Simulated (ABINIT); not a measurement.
## Quasiparticle gap of Na2H6Pt (Fm-3m) in ABINIT

How does a plane-wave GW calculation on Na2H6Pt (Fm-3m) run from the first input to the gap?

Method: LDA and many-body steps on it, plane waves, in ABINIT 10.8.3.

**1. Set-up**

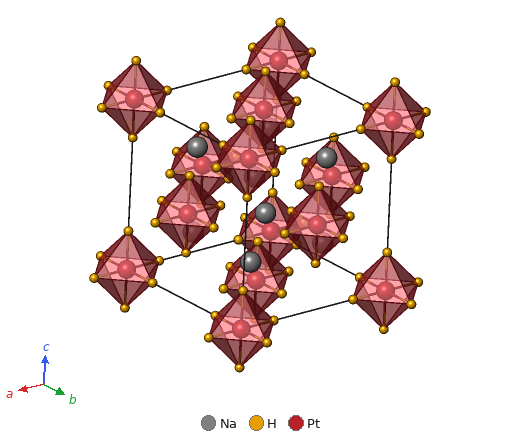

The cell as given, from a free direction (sodium grey, hydrogen orange, platinum red). This picture shows the conventional cell, with its axes. Some periodic images of atoms are drawn too.

Coordinates:

```cif
data_structure
_symmetry_space_group_name_H-M 'P 1'
_symmetry_Int_Tables_number 1
_cell_length_a 5.1326
_cell_length_b 5.1326
_cell_length_c 5.1326
_cell_angle_alpha 60.000
_cell_angle_beta 60.000
_cell_angle_gamma 60.000
_cell_volume 95.61
loop_
_atom_site_label
_atom_site_type_symbol
_atom_site_fract_x
_atom_site_fract_y
_atom_site_fract_z
_atom_site_occupancy
Na1 Na 0.75000 0.75000 0.75000 1
Na2 Na 0.25000 0.25000 0.25000 1
H3 H 0.77446 0.77446 0.22554 1
H4 H 0.22554 0.77446 0.22554 1
H5 H 0.77446 0.22554 0.22554 1
H6 H 0.22554 0.22554 0.77446 1
H7 H 0.77446 0.22554 0.77446 1
H8 H 0.22554 0.77446 0.77446 1
Pt9 Pt 0.00000 0.00000 0.00000 1
```

The cell and positions are those that the Materials Project relaxed with its own functionals (PBE, PBE+U or r2SCAN), kept fixed. Spin-orbit coupling is left out unless a step names it.

**2. Ground state**

This step: ABINIT 10.8.3; DFT, LDA, plane waves, norm-conserving pseudopotentials.

The ground-state density comes first.

The input, run.abi:

```
acell 3*1.0 Angstrom
rprim 
  0.000000000000 3.629315950000 3.629315950000
  3.629315950000 0.000000000000 3.629315950000
  3.629315950000 3.629315950000 0.000000000000
ntypat 3
znucl 11 1 78
natom 9
typat 1 1 2 2 2 2 2 2 3
xred 
  0.750000000000 0.750000000000 0.750000000000
  0.250000000000 0.250000000000 0.250000000000
  0.774464350000 0.774464350000 0.225535650000
  0.225535650000 0.774464350000 0.225535650000
  0.774464350000 0.225535650000 0.225535650000
  0.225535650000 0.225535650000 0.774464350000
  0.774464350000 0.225535650000 0.774464350000
  0.225535650000 0.774464350000 0.774464350000
  0.000000000000 0.000000000000 0.000000000000
pp_dirpath "pseudos"
pseudos "Na.upf, H.upf, Pt.upf"
ecut 38
ngkpt 6 6 6
nshiftk 1
shiftk 0 0 0
kptopt 1
chksymbreak 0
nband 29
occopt 1
tolvrs 1e-10
nstep 60
prtwf 0
optforces 0
optstress 0
indata_prefix "in"
outdata_prefix "out"
tmpdata_prefix "tmp"
```

Run with:

```sh
OMP_NUM_THREADS=1 mpirun -n 4 abinit run.abi > log
```

Numbers of over 12 decimals in the logs are rounded to 6 here.

The program printed:

```text
.Version 10.8.3 of ABINIT. v10.8.2 released Aug 2026.

 Symmetries : space group Fm -3 m (#225); Bravais cF (face-center cubic)
================================================================================
 Values of the parameters that define the memory need of the present run
     intxc =       0    ionmov =       0      iscf =       7    lmnmax =       8
     lnmax =       8     mgfft =      54  mpssoang =       4    mqgrid =    3001
     natom =       9  nloc_mem =       1    nspden =       1   nspinor =       1
    nsppol =       1      nsym =      48    n1xccc =    2501    ntypat =       3
    occopt =       1   xclevel =       1
-    mband =          29        mffmem =           1         mkmem =           4
       mpw =        7243          nfft =      157464          nkpt =          16
================================================================================
  Rough estimation (10% accuracy) of disk space for files :
================================================================================

--------------------------------------------------------------------------------
------------- Echo of variables that govern the present computation ------------
--------------------------------------------------------------------------------
 -outvars: echo values of preprocessed input variables --------
            acell      1.8897261259E+00  1.8897261259E+00  1.8897261259E+00 Bohr

      chksymbreak           0
             ecut      3.80000000E+01 Hartree
-          fftalg         312

              ixc       -1012
              kpt      0.00000000E+00  0.00000000E+00  0.00000000E+00
                       1.66666667E-01  0.00000000E+00  0.00000000E+00
                       3.33333333E-01  0.00000000E+00  0.00000000E+00
                       5.00000000E-01  0.00000000E+00  0.00000000E+00
                       1.66666667E-01  1.66666667E-01  0.00000000E+00
                       3.33333333E-01  1.66666667E-01  0.00000000E+00
                       5.00000000E-01  1.66666667E-01  0.00000000E+00
                      -3.33333333E-01  1.66666667E-01  0.00000000E+00
                      -1.66666667E-01  1.66666667E-01  0.00000000E+00
   [... 5 further rows ...]
                      -3.33333333E-01  3.33333333E-01  1.66666667E-01
                      -3.33333333E-01  5.00000000E-01  1.66666667E-01
         kptrlatt        6    0    0      0    6    0      0    0    6
          kptrlen      5.81955655E+01
P           mkmem           4
            natom           9
            nband          29
            ngfft          54      54      54
             nkpt          16
            nstep          60
             nsym          48
           ntypat           3
              occ      2.000000  2.000000  2.000000  2.000000  2.000000  2.000000
                       2.000000  2.000000  2.000000  2.000000  2.000000  2.000000
                       2.000000  2.000000  2.000000  2.000000  2.000000  2.000000
                       2.000000  2.000000  2.000000  0.000000  0.000000  0.000000
                       0.000000  0.000000  0.000000  0.000000  0.000000
        optforces           0
        optstress           0
            prtwf           0
            rprim      0.0000000000E+00  3.6293159500E+00  3.6293159500E+00
[...]
spgroup         225

           tolvrs      1.00000000E-10

             xred      7.5000000000E-01  7.5000000000E-01  7.5000000000E-01
[...]
znucl       11.00000    1.00000   78.00000

================================================================================

 chkinp: Checking input parameters for consistency.

================================================================================
== DATASET  1 ==================================================================
-   mpi_nproc: 4, omp_nthreads: 1 (-1 if OMP is not activated)

--- !DatasetInfo
iteration_state: {dtset: 1, }
dimensions: {natom: 9, nkpt: 16, mband: 29, nsppol: 1, nspinor: 1, nspden: 1, mpw: 7243, }
cutoff_energies: {ecut:  38.0, pawecutdg:  -1.0, }
electrons: {nelect:   4.20000000E+01, charge:   0.00000000E+00, occopt:   1.00000000E+00, tsmear:   1.00000000E-02, }

 Real(R)+Recip(G) space primitive vectors, cartesian coordinates (Bohr,Bohr^-1):
 R(1)=  0.0000000  6.8584132  6.8584132  G(1)= -0.0729032  0.0729032  0.0729032
 R(2)=  6.8584132  0.0000000  6.8584132  G(2)=  0.0729032 -0.0729032  0.0729032
 R(3)=  6.8584132  6.8584132  0.0000000  G(3)=  0.0729032  0.0729032 -0.0729032
 Unit cell volume ucvol=  6.4520976E+02 bohr^3
 Angles (23,13,12)=  6.00000000E+01  6.00000000E+01  6.00000000E+01 degrees

 getcut: wavevector=  0.0000  0.0000  0.0000  ngfft=  54  54  54
         ecut(hartree)=     38.000   => boxcut(ratio)=   2.00700

--- Pseudopotential description ------------------------------------------------
- Na Generated using ONCVPSP code by D. R. Hamann
- 11.00000   9.00000  180309                  znucl, zion, pspdat
12 -1012 1 -1 1968                            pspcod,pspxc,lmax,lloc,mmax
     nproj     2     2     0     0
  pspatm : epsatm=    9.37365322
         --- l  ekb(1:nproj) -->
[...]
pspatm: atomic psp has been read  and splines computed

- H Generated using ONCVPSP code by D. R. Hamann
-  1.00000   1.00000  180309                  znucl, zion, pspdat
[...]
pspatm : epsatm=    0.35439867
         --- l  ekb(1:nproj) -->
[...]
1   -0.275071
 pspatm: atomic psp has been read  and splines computed

- Pt Generated using ONCVPSP code by D. R. Hamann
- 78.00000  18.00000  180309                  znucl, zion, pspdat
12 -1012 3 -1 1340                            pspcod,pspxc,lmax,lloc,mmax
     nproj     2     2     2     2
  pspatm : epsatm=   26.53268550
         --- l  ekb(1:nproj) -->
[...]
pspatm: atomic psp has been read  and splines computed

   1.99106812E+03                                ecore*ucvol(ha*bohr**3)
--------------------------------------------------------------------------------

_setup2: Arith. and geom. avg. npw (full set) are    7218.551    7218.541

================================================================================

--- !BeginCycle
iteration_state: {dtset: 1, }
solver: {iscf: 7, nstep: 60, nline: 4, wfoptalg: 0, }
tolerances: {tolvrs: 1.00E-10, }

     iter   Etot(hartree)      deltaE(h)  residm     vres2
 ETOT  1  -225.25466943124    -2.253E+02 2.113E-01 5.032E+02
 ETOT  2  -225.30344454729    -4.878E-02 2.314E-02 1.395E+03
 ETOT  3  -225.48849650677    -1.851E-01 1.917E-03 2.218E+01
 ETOT  4  -225.49031091829    -1.814E-03 1.733E-03 1.281E-01
 ETOT  5  -225.49033939857    -2.848E-05 3.144E-04 1.605E-02
 ETOT  6  -225.49034172841    -2.330E-06 5.621E-04 2.259E-03
 ETOT  7  -225.49034198810    -2.597E-07 1.640E-04 4.454E-04
 ETOT  8  -225.49034201735    -2.925E-08 4.217E-04 1.478E-05
 ETOT  9  -225.49034201857    -1.223E-09 1.166E-04 2.348E-07
 ETOT 10  -225.49034201857    -2.103E-12 4.099E-04 1.055E-09
 ETOT 11  -225.49034201856     1.017E-11 1.250E-04 1.331E-10
 ETOT 12  -225.49034201855     6.963E-12 3.883E-04 6.485E-13

 At SCF step   12       vres2   =  6.49E-13 < tolvrs=  1.00E-10 =>converged.

--- !ResultsGS
iteration_state: {dtset: 1, }
comment   : Summary of ground state results
lattice_vectors:
- [  0.0000000,   6.8584132,   6.8584132, ]
- [  6.8584132,   0.0000000,   6.8584132, ]
- [  6.8584132,   6.8584132,   0.0000000, ]
lattice_lengths: [   9.69926,    9.69926,    9.69926, ]
lattice_angles: [ 60.000,  60.000,  60.000, ] # degrees, (23, 13, 12)
lattice_volume:   6.4520976E+02
convergence: {deltae:  6.963E-12, res2:  6.485E-13, residm:  3.883E-04, diffor:  0.000E+00, }
etotal    :  -2.25490342E+02
entropy   :   0.00000000E+00
fermie    :   1.13493423E-02
cartesian_stress_tensor: null
pressure_GPa: null
xred      :
- [  7.5000E-01,   7.5000E-01,   7.5000E-01, Na]
- [  2.5000E-01,   2.5000E-01,   2.5000E-01, Na]
- [  7.7446E-01,   7.7446E-01,   2.2554E-01,  H]
- [  2.2554E-01,   7.7446E-01,   2.2554E-01,  H]
- [  7.7446E-01,   2.2554E-01,   2.2554E-01,  H]
- [  2.2554E-01,   2.2554E-01,   7.7446E-01,  H]
- [  7.7446E-01,   2.2554E-01,   7.7446E-01,  H]
- [  2.2554E-01,   7.7446E-01,   7.7446E-01,  H]
- [  0.0000E+00,   0.0000E+00,   0.0000E+00, Pt]
cartesian_forces: null
force_length_stats: {min: null, max: null, mean: null, }

 Integrated electronic density in atomic spheres:
 ------------------------------------------------
 Atom  Sphere_radius  Integrated_density
[...]
================================================================================

 ----iterations are completed or convergence reached----

 Mean square residual over all n,k,spin=   87.710E-08; max=  38.830E-05
 reduced coordinates (array xred) for    9 atoms
[...]
0.774464350000      0.225535650000      0.225535650000
       0.225535650000      0.225535650000      0.774464350000
       0.774464350000      0.225535650000      0.774464350000
       0.225535650000      0.774464350000      0.774464350000
       0.000000000000      0.000000000000      0.000000000000
 rms dE/dt=  0.0000E+00; max dE/dt=  0.0000E+00; dE/dt below (all hartree)
    1       0.000000000000      0.000000000000      0.000000000000
    2       0.000000000000      0.000000000000      0.000000000000
    3       0.000000000000      0.000000000000      0.000000000000
    4       0.000000000000      0.000000000000      0.000000000000
    5       0.000000000000      0.000000000000      0.000000000000
    6       0.000000000000      0.000000000000      0.000000000000
    7       0.000000000000      0.000000000000      0.000000000000
    8       0.000000000000      0.000000000000      0.000000000000
    9       0.000000000000      0.000000000000      0.000000000000

 cartesian coordinates (angstrom) at end:
    1      5.443974     5.443974     5.443974
[...]
5      1.637080     3.629316     3.629316
    6      3.629316     3.629316     1.637080
    7      3.629316     5.621552     3.629316
    8      5.621552     3.629316     3.629316
    9      0.000000     0.000000     0.000000
 length scales=  1.889726125908  1.889726125908  1.889726125908 bohr
              =  1.000000000000  1.000000000000  1.000000000000 angstroms
 prteigrs : about to open file out_EIG
 Fermi (or HOMO) energy (hartree) =   0.01135   Average Vxc (hartree)=  -0.33608
 Eigenvalues (hartree) for nkpt=  16  k points:
 kpt#   1, nband= 29, wtk=  0.00463, kpt=  0.0000  0.0000  0.0000 (reduced coord)
  -3.56737   -1.87864   -1.87864   -1.87864   -1.78435   -1.78423   -0.77452   -0.77452
  -0.77452   -0.77369   -0.77369   -0.77369   -0.21577   -0.15236   -0.15236   -0.04400
  -0.04400   -0.04400    0.00262    0.00262    0.00262    0.21720    0.27850    0.27850
   0.31314    0.31314    0.31314    0.34362    0.34362
 prteigrs : prtvol=0 or 1, do not print more k-points.

--- !EnergyTerms
iteration_state     : {dtset: 1, }
comment             : Components of total free energy in Hartree
kinetic             :  9.56836201152119E+01
hartree             :  7.96655845690230E+01
xc                  : -3.90389689403548E+01
Ewald energy        : -1.10936313203840E+02
psp_core            :  3.08592374406643E+00
local_psp           : -2.31635107162830E+02
non_local_psp       : -2.23150811398301E+01
total_energy        : -2.25490342018554E+02
total_energy_eV     : -6.13590479140524E+03
band_energy         : -3.62047535110425E+01

== END DATASET(S) ==============================================================
================================================================================

 -outvars: echo values of variables after computation  --------
           etotal     -2.2549034202E+02
            nband          29
             nkpt          16
          spgroup         225
 [... the other variables as echoed above ...]

 Calculation completed.
```

Run time: 46 s. Hardware: 4 MPI ranks of Arm Neoverse V1, shared host; peak memory 0.43 GiB; 3.1 min of CPU time.

This step gave:

- total energy: -6135.9048 eV
- gap: 3.300 eV
- k of the valence top: -0.1667, 0.1667, 0
- k of the conduction bottom: 0.5, 0.5, 0
- least direct gap: 4.115 eV

The gap is indirect, with the least direct gap 0.81 eV higher.

(Continued in part 2 of 3.)

[Paths, hosts, dates, memory and timing lines, banners, echoed tables and standing remarks are left out of the program output.]

[Logs are printed without paths, hosts, clocks, repeated set-up lines and the standing remarks that a program may print on its own settings, such as how far it seeks lower states.]

[Runs of the session that timed out or met a known fault of the program may be left out.]

[Hosts, paths, dates, database ids (printed as entryN), source tags and the programs' standing remarks are cut or masked in the printed files.]

[G0W0 gaps are taken among the corrected bands and points alone; a level outside them can change the order at an edge.]

[Where Ansatz stands beside ABINIT at settings called matched, ABINIT's density can come from a denser mesh and the files from another edition; pairs whose starting gaps differed by over 0.03 eV were left out, so agreement reads better than it is.]
